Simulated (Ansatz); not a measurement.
Nudged elastic band, with input and output: SiH5OF

- system: SiH5OF
- method: RKS PBE-D4/6-31G* (Ansatz 0.2.0)

It belongs to a series of runs on one base structure; here: band between the two ends. Figures and captions count atoms from 1; the log counts them from 0 in places.

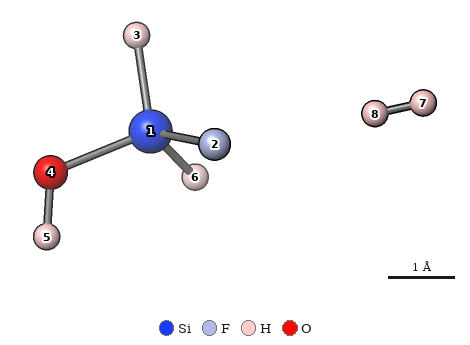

*The input geometry (ball-and-stick view, seen at a tilt; atoms are numbered from 1 in the order of the input).*

Bond lengths as drawn: F–Si 1.63 Å, H–H 0.75 Å, H–O 0.98 Å, H–Si 1.49 to 1.50 Å and O–Si 1.66 Å.

**Input**
```yaml
crystal:
  periodic: [false, false, false]
  atoms:
    - { symbol: Si, position_ang: [-0.189488, 0.371444, -0.462263] }
    - { symbol: F, position_ang: [0.095047, -0.025481, 1.088935] }
    - { symbol: H, position_ang: [1.096253, 0.765617, -1.10416] }
    - { symbol: O, position_ang: [-1.163661, 1.713516, -0.581222] }
    - { symbol: H, position_ang: [-2.10411, 1.56782, -0.365353] }
    - { symbol: H, position_ang: [-0.829137, -0.829289, -1.09466] }
    - { symbol: H, position_ang: [1.60772, -2.662467, 2.18905] }
    - { symbol: H, position_ang: [1.250677, -2.033461, 1.986172] }
basis:
  gaussian: { orbitals: "6-31G*" }
hamiltonian:
  xc: pbe
  dispersion: d4
neb:
  order_check: false
  images: 9
  f_tol: 0.05
  max_iterations: 60
  final_atoms:
    - { symbol: Si, position_ang: [0.38026007, -0.11944083, -0.68900309] }
    - { symbol: F, position_ang: [-1.07526741, -0.65884875, 2.07668815] }
    - { symbol: H, position_ang: [1.25921162, 0.50838455, -1.72203439] }
    - { symbol: O, position_ang: [-0.44619026, 1.12701217, 0.05947886] }
    - { symbol: H, position_ang: [-0.9778081, 0.78538924, 0.81145496] }
    - { symbol: H, position_ang: [-0.50698912, -1.149376, -1.331948] }
    - { symbol: H, position_ang: [1.26626797, -0.87477323, 0.28440896] }
    - { symbol: H, position_ang: [-0.13618378, -0.75064814, 2.16745355] }
  initial_path:
    images:
      - { positions_ang: [[-0.189488, 0.371444, -0.462263], [0.095047, -0.025481, 1.088935], [1.096253, 0.765617, -1.10416], [-1.163661, 1.713516, -0.581222], [-2.10411, 1.56782, -0.365353], [-0.829137, -0.829289, -1.09466], [1.60772, -2.662467, 2.18905], [1.250677, -2.033461, 1.986172]] }
      - { positions_ang: [[-0.15396736, 0.30023568, -0.36781346], [0.09235602, -0.0460003, 1.25963042], [1.14495611, 0.6273822, -0.99115203], [-1.10038313, 1.65290504, -0.54650087], [-2.04559613, 1.49039938, -0.41254273], [-0.80459052, -0.89305865, -0.98191117], [1.47632565, -2.41019914, 1.83432381], [1.15420037, -1.8539652, 1.86246503]] }
      - { positions_ang: [[-0.11844673, 0.22902736, -0.27336392], [0.08966503, -0.06651961, 1.43032583], [1.19365921, 0.48914739, -0.87814405], [-1.03710525, 1.59229409, -0.51177974], [-1.98708227, 1.41297875, -0.45973247], [-0.78004403, -0.9568283, -0.86916234], [1.3449313, -2.15793128, 1.47959762], [1.05772374, -1.6744694, 1.73875806]] }
      - { positions_ang: [[-0.08292609, 0.15781905, -0.17891438], [0.08697405, -0.08703891, 1.60102125], [1.24236232, 0.35091259, -0.76513608], [-0.97382738, 1.53168313, -0.4770586], [-1.9285684, 1.33555813, -0.5069222], [-0.75549755, -1.02059796, -0.75641351], [1.21353694, -1.90566342, 1.12487142], [0.96124711, -1.49497361, 1.61505109]] }
      - { positions_ang: [[-0.04740545, 0.08661073, -0.08446484], [0.08428306, -0.10755822, 1.77171667], [1.29106543, 0.21267779, -0.6521281], [-0.91054951, 1.47107218, -0.44233747], [-1.87005454, 1.25813751, -0.55411193], [-0.73095107, -1.08436761, -0.64366468], [1.08214259, -1.65339557, 0.77014523], [0.86477048, -1.31547781, 1.49134412]] }
      - { positions_ang: [[-0.01188481, 0.01540241, 0.00998471], [0.08159208, -0.12807752, 1.94241209], [1.33976853, 0.07444299, -0.53912013], [-0.84727163, 1.41046122, -0.40761634], [-1.81154067, 1.18071689, -0.60130167], [-0.70640459, -1.14813726, -0.53091585], [0.95074824, -1.40112771, 0.41541904], [0.76829385, -1.13598201, 1.36763715]] }
      - { positions_ang: [[0.06654416, -0.01156624, -0.12981285], [-0.14977982, -0.23423177, 1.9692673], [1.32365715, 0.1612313, -0.77570298], [-0.76705536, 1.35377141, -0.3141973], [-1.64479416, 1.10165136, -0.31875034], [-0.66652149, -1.14838501, -0.69112228], [1.01385219, -1.29585681, 0.38921702], [0.58739833, -1.05891524, 1.52760043]] }
      - { positions_ang: [[0.14497314, -0.03853489, -0.26961041], [-0.38115172, -0.34038601, 1.99612251], [1.30754577, 0.24801961, -1.01228583], [-0.68683909, 1.2970816, -0.22077826], [-1.47804764, 1.02258583, -0.03619902], [-0.6266384, -1.14863276, -0.85132871], [1.07695613, -1.19058592, 0.36301501], [0.4065028, -0.98184847, 1.68756371]] }
      - { positions_ang: [[0.22340212, -0.06550354, -0.40940797], [-0.61252361, -0.44654026, 2.02297773], [1.29143439, 0.33480792, -1.24886869], [-0.60662281, 1.24039179, -0.12735922], [-1.31130113, 0.9435203, 0.24635231], [-0.58675531, -1.14888051, -1.01153514], [1.14006008, -1.08531502, 0.33681299], [0.22560727, -0.90478169, 1.84752699]] }
      - { positions_ang: [[0.3018311, -0.09247219, -0.54920553], [-0.84389551, -0.5526945, 2.04983294], [1.27532301, 0.42159623, -1.48545154], [-0.52640654, 1.18370198, -0.03394018], [-1.14455461, 0.86445477, 0.52890363], [-0.54687222, -1.14912825, -1.17174157], [1.20316403, -0.98004413, 0.31061098], [0.04471175, -0.82771492, 2.00749027]] }
      - { positions_ang: [[0.38026007, -0.11944083, -0.68900309], [-1.07526741, -0.65884875, 2.07668815], [1.25921162, 0.50838455, -1.72203439], [-0.44619026, 1.12701217, 0.05947886], [-0.9778081, 0.78538924, 0.81145496], [-0.50698912, -1.149376, -1.331948], [1.26626797, -0.87477323, 0.28440896], [-0.13618378, -0.75064814, 2.16745355]] }
```

Hardware: 1 thread of AMD EPYC (Zen 5), 32 GiB of memory available, shared host.

Run as:
```bash
ansatz run input.yaml --threads 1 --pin off --max-ram 2048MiB --backend cpu --events-out ev --progress --plain --runs-dir out
```

**Output**
```
Engine: ansatz 0.2.0, x86_64-unknown-linux-gnu
Functional definition: PBE
  parameter kappa = 0.804
  parameter beta = 0.06672455060314922
  exchange = pbe_x(kappa = kappa, mu = beta*pi^2/3)
  correlation = pbe_c(beta = beta)
701 factors; their error is unknown
mean field evaluation 1: about -12709.1552 eV, gradient 5.8e1 eV
mean field evaluation 2: about -12683.8643 eV, gradient 1.3e2 eV
mean field evaluation 4: about -12714.7003 eV, gradient 1.1e1 eV
mean field evaluation 8: about -12714.8231 eV, gradient 8.6e-2 eV
mean field -12714.82314088 eV, -467.2611320106 hartree, gradient 6.4e-5 eV, S^2 0.000000; 0 other end points of the search recorded, 0 dependent functions left out
the calculation of the forces begins
reference -12714.82317606 eV, -467.2611333036 hartree; 18, 18 occupied and 41, 41 virtual orbitals, 701 factors
701 factors; their error is unknown
mean field evaluation 16: about -12679.6120 eV, gradient 1.3e2 eV
mean field -12713.42703404 eV, -467.2098260306 hartree, gradient 2.8e-5 eV, S^2 0.000000; 0 other end points of the search recorded, 0 dependent functions left out
[... from here on the field's lines of each further geometry are left out, up to the last ...]
NEB iter   1: max|band force component| = 8.817e0 eV/Å  barrier→ = 3.5173 eV  barrier← = 2.1272 eV  Δτ_max = 0.2000 Å  (258 SCF iters)
NEB iter   2: max|band force component| = 2.545e0 eV/Å  barrier→ = 2.5950 eV  barrier← = 1.2050 eV  Δτ_max = 0.1992 Å  (245 SCF iters)
NEB iter   3: max|band force component| = 1.955e0 eV/Å  barrier→ = 2.4560 eV  barrier← = 1.0660 eV  Δτ_max = 0.1962 Å  (247 SCF iters)
NEB iter   4: max|band force component| = 1.665e0 eV/Å  barrier→ = 2.2642 eV  barrier← = 0.8741 eV  Δτ_max = 0.1975 Å  (246 SCF iters)
NEB iter   5: max|band force component| = 1.721e0 eV/Å  barrier→ = 2.2246 eV  barrier← = 0.8345 eV  Δτ_max = 0.1005 Å  (246 SCF iters)
NEB iter   6: max|band force component| = 1.379e0 eV/Å  barrier→ = 2.2663 eV  barrier← = 0.8762 eV  Δτ_max = 0.1012 Å  (233 SCF iters)
NEB iter   7: max|band force component| = 7.484e-1 eV/Å  barrier→ = 2.3369 eV  barrier← = 0.9469 eV  Δτ_max = 0.0944 Å  (230 SCF iters)
NEB iter   8: max|band force component| = 7.357e-1 eV/Å  barrier→ = 2.3092 eV  barrier← = 0.9192 eV  CI = image 7  Δτ_max = 0.1038 Å  (224 SCF iters)
NEB iter   9: max|band force component| = 9.763e-1 eV/Å  barrier→ = 2.3865 eV  barrier← = 0.9965 eV  CI = image 7  Δτ_max = 0.0502 Å  (217 SCF iters)
NEB iter  10: max|band force component| = 4.935e-1 eV/Å  barrier→ = 2.3764 eV  barrier← = 0.9864 eV  CI = image 7  Δτ_max = 0.0899 Å  (218 SCF iters)
NEB iter  11: max|band force component| = 3.715e-1 eV/Å  barrier→ = 2.3350 eV  barrier← = 0.9450 eV  CI = image 7  Δτ_max = 0.0999 Å  (223 SCF iters)
NEB iter  12: max|band force component| = 3.608e-1 eV/Å  barrier→ = 2.3291 eV  barrier← = 0.9390 eV  CI = image 7  Δτ_max = 0.0998 Å  (225 SCF iters)
NEB iter  13: max|band force component| = 4.680e-1 eV/Å  barrier→ = 2.3380 eV  barrier← = 0.9479 eV  CI = image 7  Δτ_max = 0.0501 Å  (227 SCF iters)
NEB iter  14: max|band force component| = 2.420e-1 eV/Å  barrier→ = 2.3270 eV  barrier← = 0.9370 eV  CI = image 7  Δτ_max = 0.1002 Å  (221 SCF iters)
NEB iter  15: max|band force component| = 6.955e-1 eV/Å  barrier→ = 2.3214 eV  barrier← = 0.9314 eV  CI = image 7  Δτ_max = 0.0508 Å  (226 SCF iters)
NEB iter  16: max|band force component| = 1.084e-1 eV/Å  barrier→ = 2.3186 eV  barrier← = 0.9286 eV  CI = image 7  Δτ_max = 0.0991 Å  (227 SCF iters)
NEB iter  17: max|band force component| = 7.347e-2 eV/Å  barrier→ = 2.3173 eV  barrier← = 0.9273 eV  CI = image 7  Δτ_max = 0.0599 Å  (225 SCF iters)
NEB iter  18: max|band force component| = 1.490e-1 eV/Å  barrier→ = 2.3167 eV  barrier← = 0.9267 eV  CI = image 7  Δτ_max = 0.0300 Å  (230 SCF iters)
NEB iter  19: max|band force component| = 6.063e-2 eV/Å  barrier→ = 2.3165 eV  barrier← = 0.9264 eV  CI = image 7  Δτ_max = 0.0353 Å  (215 SCF iters)
the calculation of the forces begins
reference -12713.39002989 eV, -467.2084661532 hartree; 18, 18 occupied and 41, 41 virtual orbitals, 701 factors
701 factors; their error is unknown
mean field evaluation 1504: about -12712.4915 eV, gradient 2.2e-5 eV
mean field -12712.49149690 eV, -467.1754456748 hartree, gradient 2.2e-5 eV, S^2 0.000000; 1 other end points of the search recorded, 0 dependent functions left out
the calculation of the forces begins
reference -12712.49152769 eV, -467.1754468063 hartree; 18, 18 occupied and 41, 41 virtual orbitals, 701 factors
NEB iter  20: max|band force component| = 4.701e-2 eV/Å  barrier→ = 2.3163 eV  barrier← = 0.9262 eV  CI = image 7  Δτ_max = 0.0000 Å  (429 SCF iters)
```

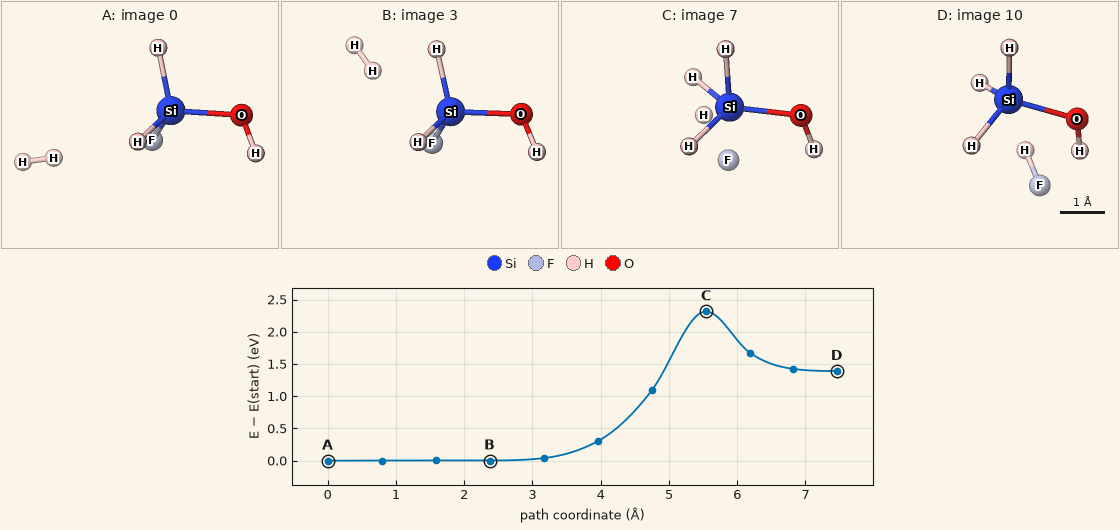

*Images of the last band (counted from 0; ball-and-stick, seen at a tilt) above the energy along the path; the line is a cubic interpolation that uses the forces.*

The highest image is number 7, 2.316 eV above the start and 0.926 eV above the end (the climbing image); the end lies 1.390 eV above the start. The path is 7.46 Å long. The band converged in 20 iterations.

```
Total energy: -12712.59582383 eV, -467.1792796188 hartree
Atom 0 at     0.091532    -0.219946    -0.275916 Å, force    -0.008969    -0.005038     0.007122 eV/Å
Atom 1 at    -0.728554    -0.622459     1.494787 Å, force     0.012062     0.001630    -0.002223 eV/Å
Atom 2 at     1.241087     0.112562    -1.183271 Å, force     0.002828    -0.001264     0.000209 eV/Å
Atom 3 at    -0.612502     1.292292    -0.205393 Å, force     0.005330     0.035077    -0.024294 eV/Å
Atom 4 at    -1.336972     1.334988     0.449044 Å, force     0.000933    -0.029789     0.013745 eV/Å
Atom 5 at    -0.607974    -1.403405    -0.860410 Å, force    -0.002201     0.000229    -0.002229 eV/Å
Atom 6 at     1.263395    -0.794586     0.826454 Å, force     0.001591    -0.000289    -0.000629 eV/Å
Atom 7 at     0.453289    -0.831747     1.411204 Å, force    -0.011574    -0.000557     0.008300 eV/Å
Dipole moment:    -0.028662    -0.117449     0.149783 e Å
this run last wrote the band of iteration 20 to [file]
```

**The last band as extended XYZ (Å, eV, eV/Å)**
```
8
Properties=species:S:1:pos:R:3:forces:R:3 image=0 energy=-12714.91207
Si   -0.1895    0.3714   -0.4623    0.0000   0.0008   0.0035
F     0.0950   -0.0255    1.0889   -0.0031   0.0020  -0.0048
H     1.0963    0.7656   -1.1042   -0.0032  -0.0002  -0.0002
O    -1.1637    1.7135   -0.5812    0.0019   0.0001  -0.0020
H    -2.1041    1.5678   -0.3654    0.0033  -0.0037   0.0033
H    -0.8291   -0.8293   -1.0947    0.0010   0.0015  -0.0009
H     1.6077   -2.6625    2.1890   -0.0045   0.0072  -0.0008
H     1.2507   -2.0335    1.9862    0.0045  -0.0077   0.0018
8
Properties=species:S:1:pos:R:3:forces:R:3 image=1 energy=-12714.90960
Si   -0.2281    0.3065   -0.3061    0.0015   0.0017  -0.0010
F    -0.1481    0.0746    1.3011    0.0001  -0.0005  -0.0020
H     1.1474    0.5315   -0.8330   -0.0006   0.0015  -0.0020
O    -1.0669    1.6923   -0.6820   -0.0016  -0.0038   0.0012
H    -2.0332    1.6401   -0.5564    0.0002   0.0025   0.0013
H    -0.8965   -0.9099   -0.8754    0.0004   0.0004  -0.0011
H     1.7153   -2.5369    1.7912   -0.0002  -0.0008   0.0031
H     1.2734   -1.9304    1.8170    0.0003  -0.0010   0.0005
8
Properties=species:S:1:pos:R:3:forces:R:3 image=2 energy=-12714.90808
Si   -0.3495    0.1903   -0.2734    0.0050   0.0060  -0.0103
F    -0.4129   -0.1272    1.3195   -0.0057   0.0047  -0.0011
H     1.0755    0.1881   -0.7080   -0.0016   0.0020  -0.0055
O    -0.9047    1.7201   -0.6180   -0.0039  -0.0162   0.0070
H    -1.8717    1.8357   -0.5547    0.0045   0.0048   0.0053
H    -1.1836   -0.8590   -0.9474    0.0007   0.0003  -0.0007
H     1.9865   -2.2846    1.6750    0.0000  -0.0007   0.0051
H     1.4236   -1.7957    1.7635    0.0010  -0.0008   0.0002
8
Properties=species:S:1:pos:R:3:forces:R:3 image=3 energy=-12714.90932
Si   -0.4620    0.0587   -0.3027   -0.0028   0.0085  -0.0032
F    -0.5747   -0.3954    1.2544   -0.0045   0.0064  -0.0038
H     0.9444   -0.1273   -0.7567   -0.0023   0.0015  -0.0074
O    -0.7670    1.6826   -0.4927    0.0028  -0.0049   0.0008
H    -1.6990    1.9525   -0.3883    0.0031  -0.0080   0.0072
H    -1.4490   -0.7815   -1.0578   -0.0019   0.0004  -0.0019
H     2.2128   -1.9420    1.6720    0.0059  -0.0016   0.0090
H     1.5577   -1.5799    1.7283   -0.0003  -0.0024  -0.0006
8
Properties=species:S:1:pos:R:3:forces:R:3 image=4 energy=-12714.87214
Si   -0.4422   -0.0849   -0.3243   -0.0336   0.0198   0.0260
F    -0.6949   -0.5744    1.2075    0.0075  -0.0283  -0.0174
H     0.9785   -0.2871   -0.7245   -0.0195  -0.0086   0.0060
O    -0.6798    1.5568   -0.4331    0.0133   0.0296  -0.0126
H    -1.5295    1.8870   -0.0853   -0.0406  -0.0034  -0.0488
H    -1.3855   -0.8954   -1.1608   -0.0423   0.0451  -0.0237
H     2.1110   -1.4528    1.4940    0.0674  -0.0312   0.0575
H     1.4058   -1.2813    1.6830    0.0479  -0.0230   0.0130
8
Properties=species:S:1:pos:R:3:forces:R:3 image=5 energy=-12714.60933
Si   -0.3303   -0.1489   -0.3201   -0.1083   0.0460  -0.0778
F    -0.7271   -0.4921    1.2280    0.0484  -0.0464  -0.0352
H     1.1063   -0.2071   -0.7306   -0.0509  -0.0558   0.1622
O    -0.7296    1.4580   -0.4878   -0.0918   0.0293  -0.0910
H    -1.4020    1.7134    0.1730   -0.1234   0.1205  -0.1072
H    -1.0917   -1.1733   -1.0994   -0.1712   0.1301  -0.1459
H     1.7867   -1.1675    1.2499    0.2595  -0.1203   0.1760
H     1.1509   -1.1147    1.6434    0.2378  -0.1034   0.1189
8
Properties=species:S:1:pos:R:3:forces:R:3 image=6 energy=-12713.81918
Si   -0.1655   -0.1975   -0.2592   -0.4727   0.0731   0.0001
F    -0.7998   -0.5059    1.2702   -0.0867   0.1214  -0.4133
H     1.1971   -0.0355   -0.9070   -0.1140  -0.1450   0.5206
O    -0.6718    1.3866   -0.3447   -0.2283   0.1406  -0.1958
H    -1.3612    1.4939    0.3421   -0.1420   0.2135  -0.1401
H    -0.7772   -1.3607   -0.9675   -0.2448   0.0822  -0.2421
H     1.4786   -0.9485    1.0363    0.4627  -0.2254   0.3567
H     0.8631   -0.9647    1.4862    0.8258  -0.2603   0.1138
8
Properties=species:S:1:pos:R:3:forces:R:3 image=7 energy=-12712.59579
Si    0.0915   -0.2199   -0.2759   -0.0090  -0.0050   0.0071
F    -0.7286   -0.6225    1.4948    0.0121   0.0016  -0.0022
H     1.2411    0.1126   -1.1833    0.0028  -0.0013   0.0002
O    -0.6125    1.2923   -0.2054    0.0053   0.0351  -0.0243
H    -1.3370    1.3350    0.4490    0.0009  -0.0298   0.0137
H    -0.6080   -1.4034   -0.8604   -0.0022   0.0002  -0.0022
H     1.2634   -0.7946    0.8265    0.0016  -0.0003  -0.0006
H     0.4533   -0.8317    1.4112   -0.0116  -0.0006   0.0083
8
Properties=species:S:1:pos:R:3:forces:R:3 image=8 energy=-12713.23386
Si    0.2543   -0.1695   -0.4350    0.2239   0.0208  -0.1934
F    -0.7696   -0.7434    1.7634   -0.1059  -0.0943   0.3587
H     1.2630    0.2170   -1.4488    0.0545   0.0801  -0.3295
O    -0.5550    1.2602   -0.1310    0.0886  -0.0198  -0.0001
H    -1.2596    1.2012    0.5424    0.0814  -0.1690   0.0571
H    -0.5770   -1.3283   -0.8990    0.0561   0.0581  -0.0078
H     1.2217   -0.7069    0.6528   -0.0596   0.1251  -0.1728
H     0.1854   -0.8626    1.6117   -0.3391  -0.0010   0.2878
8
Properties=species:S:1:pos:R:3:forces:R:3 image=9 energy=-12713.48832
Si    0.3314   -0.1268   -0.5869    0.0267  -0.0196  -0.0301
F    -0.9349   -0.7139    1.9707   -0.0486   0.0215   0.0551
H     1.2609    0.3505   -1.6510    0.0035   0.0207  -0.0488
O    -0.5011    1.2139   -0.0431    0.0049   0.0293  -0.0116
H    -1.0621    0.9900    0.7281    0.0284  -0.0793   0.0392
H    -0.5353   -1.2418   -1.0959    0.0189   0.0067  -0.0324
H     1.2078   -0.7422    0.5016   -0.0014   0.0056  -0.0297
H    -0.0034   -0.8620    1.8331   -0.0323   0.0151   0.0585
8
Properties=species:S:1:pos:R:3:forces:R:3 image=10 energy=-12713.52202
Si    0.3803   -0.1194   -0.6890   -0.0011   0.0022  -0.0155
F    -1.0753   -0.6588    2.0767   -0.0031   0.0012  -0.0010
H     1.2592    0.5084   -1.7220   -0.0011   0.0003  -0.0031
O    -0.4462    1.1270    0.0595    0.0070  -0.0061   0.0023
H    -0.9778    0.7854    0.8115   -0.0003  -0.0040   0.0076
H    -0.5070   -1.1494   -1.3319    0.0021   0.0011   0.0017
H     1.2663   -0.8748    0.2844   -0.0026   0.0033   0.0070
H    -0.1362   -0.7506    2.1675   -0.0010   0.0020   0.0010
```

**Summary**

```csv
quantity,value
outcome,converged
"barrier, forward",2.316 eV
"barrier, backward",0.926 eV
wall time,2.1 min
peak memory,0.12 GiB
```

**Remarks**

The order of the saddle point was not checked.
